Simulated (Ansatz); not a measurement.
**ClH3SSi: atomisation energy from a Python script**

A script is to give an atomisation energy; the system is ClH3SSi. SMILES: S[SiH2]Cl.

All numbers are computed with Ansatz 0.2.0, driven from Python. Level of theory: CCSD(T)/def2-SVPD.

## 1. Starting point

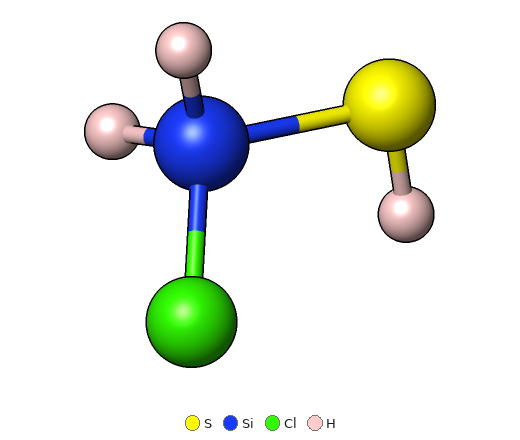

The starting structure, viewed from a chosen angle; sulfur yellow, silicon blue, chlorine green, hydrogen pink.

The script reads clh3ssi.xyz:

```xyz
6

S    -1.09766   -1.24361   -0.27460
Si    0.49076    0.09697    0.27549
Cl   -0.20110    1.98171    0.41130
H    -1.63503   -0.48121   -1.21658
H     1.51150    0.04612   -0.75904
H     0.93153   -0.39997    1.56344
```

## 2. The script

Contents of tae_clh3ssi.py:

```python
# -*- coding: utf-8 -*-
"""Energy to split ClH3SSi into its atoms."""

from collections import Counter

import ansatz as az

BASIS_SET = "def2-SVPD"
METHOD = "ccsd_t"


def total_energy(molecule, charge=0, unpaired=0):
    calc = molecule.calculation().basis(gaussian=BASIS_SET).correlation(METHOD)
    if charge:
        calc = calc.charge(charge)
    if unpaired:
        calc = calc.spin("collinear", total=unpaired)
    return calc.run(threads=1, backend="cpu").report["free_energy_ev"]

clh3ssi = az.Crystal.molecule_from_extxyz("clh3ssi.xyz")

# unpaired electrons of the ground-state atoms
unpaired = {"S": 2, "Si": 2, "Cl": 1, "H": 1}
counts = Counter(site.symbol for site in clh3ssi.cartesian_sites)
atom_energy = {s: total_energy(az.Crystal.molecule().atom(s, (0, 0, 0)), 0, unpaired[s]) for s in counts}
whole = total_energy(clh3ssi, 0, 0)
for s, e in atom_energy.items():
    print(f"{s:2s} x{counts[s]}  {e:14.5f} eV")
print(f"ClH3SSi: {whole:.5f} eV")
split = sum(counts[s] * e for s, e in atom_energy.items()) - whole
print(f"atomisation energy (no zero-point term): {23.060548 * split:.1f} kcal/mol, {split / sum(counts.values()):.3f} eV an atom")
```

## 3. The calls as engine input

The engine receives this input (first run):

```yaml
crystal:
  periodic: [false, false, false]
  atoms:
    - { symbol: S, position_ang: [0.0, 0.0, 0.0] }
basis:
  gaussian:
    orbitals: def2-SVPD
magnetization:
  spin_polarized: true
  initial_magnetization: 2.0
correlation:
  method: ccsd_t
```

## 4. Launch

The run is started by

```sh
python tae_clh3ssi.py
```

Output:

```text
S  x1    -10816.06413 eV
Si x1     -7859.24141 eV
Cl x1    -12502.68976 eV
H  x3       -13.58606 eV
ClH3SSi: -31235.53823 eV
atomisation energy (no zero-point term): 387.1 kcal/mol, 2.797 eV an atom
```

It took 9.3 s on 1 thread of Intel Xeon Platinum 8259CL at 2.50GHz (Skylake/Cascade Lake), shared host; peak memory 0.42 GiB.

## 5. What changed from run to run

The engine's inputs for some of the other runs:

Run 3, against run 1:

```diff
@@ -4 +4 @@
-    - { symbol: S, position_ang: [0.0, 0.0, 0.0] }
+    - { symbol: Cl, position_ang: [0.0, 0.0, 0.0] }
@@ -10 +10 @@
-  initial_magnetization: 2.0
+  initial_magnetization: 1.0
```

Run 4, against run 1:

```diff
@@ -4 +4 @@
-    - { symbol: S, position_ang: [0.0, 0.0, 0.0] }
+    - { symbol: H, position_ang: [0.0, 0.0, 0.0] }
@@ -10 +10 @@
-  initial_magnetization: 2.0
+  initial_magnetization: 1.0
```

Run 5, against run 1:

```diff
@@ -4 +4,6 @@
-    - { symbol: S, position_ang: [0.0, 0.0, 0.0] }
+    - { symbol: S, position_ang: [-1.09766, -1.24361, -0.2746] }
+    - { symbol: Si, position_ang: [0.49076, 0.09697, 0.27549] }
+    - { symbol: Cl, position_ang: [-0.2011, 1.98171, 0.4113] }
+    - { symbol: H, position_ang: [-1.63503, -0.48121, -1.21658] }
+    - { symbol: H, position_ang: [1.5115, 0.04612, -0.75904] }
+    - { symbol: H, position_ang: [0.93153, -0.39997, 1.56344] }
@@ -8,3 +12,0 @@
-magnetization:
-  spin_polarized: true
-  initial_magnetization: 2.0
```

Lines on the test bed's own set-up are left out of the output.

A comment line of the script is reworded here; the code is as run.

## 6. The engine's runs

The 5 runs, in the order started:

| run | system | unpaired or total moment | energy (eV) | <S²> | iterations in all | CPU time (s) |
| --- | --- | --- | --- | --- | --- | --- |
| 1 | S | 2 | -10816.0641 | 2.01 | 75 | 0.43 |
| 2 | Si | 2 | -7859.2414 | 2.01 | 76 | 0.32 |
| 3 | Cl | 1 | -12502.6898 | 0.76 | 85 | 0.45 |
| 4 | H | 1 | -13.5861 | 0.75 | 12 | 0.09 |
| 5 | ClH3SSi | not set | -31235.5382 | 0.00 | 20 | 7.5 |

Totals carry meaning only in balanced differences at one level of theory.

## 7. What came out

| quantity | value |
| --- | --- |
| atomisation energy, no zero point | 387.1 kcal/mol |
| runs compared | 5 |

**Reading.** Zero-point motion and spin-orbit terms of the atoms are left out, and both would lower it. 387.1 kcal/mol from the electronic energies, without the zero-point term. Caveats:
- The geometry is a force-field or estimated start, not a minimum of this method, and the basis set is short of its limit. All parts are taken at fixed geometry, without zero-point energy.
- In double-zeta sets correlated atomisation energies come out some 10 to 15 % low.
